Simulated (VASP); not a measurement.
Band structure of MgS (rock salt). Calculation: rev-vdW-DF2, VASP's PBE PAW potentials (set 64) (plane waves; VASP 6.6.1).

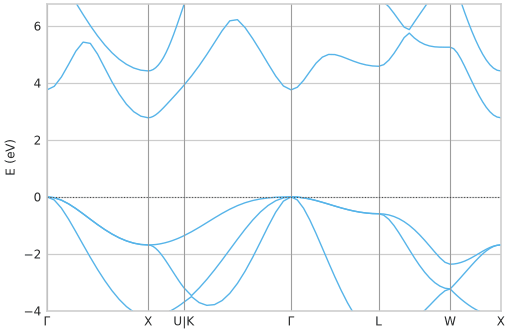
Figure: Bands along high-symmetry lines, zero at the valence-band maximum or, without a gap, the Fermi level

**Question.** Read the plot: is there a gap, and where are the band edges?

**Answer.** The gap is indirect, 2.78 eV, from the valence maximum at Γ to the conduction minimum at X. (Edges off the drawn lines would not show.)

The compound is MgS in the rock salt structure. It was relaxed first.
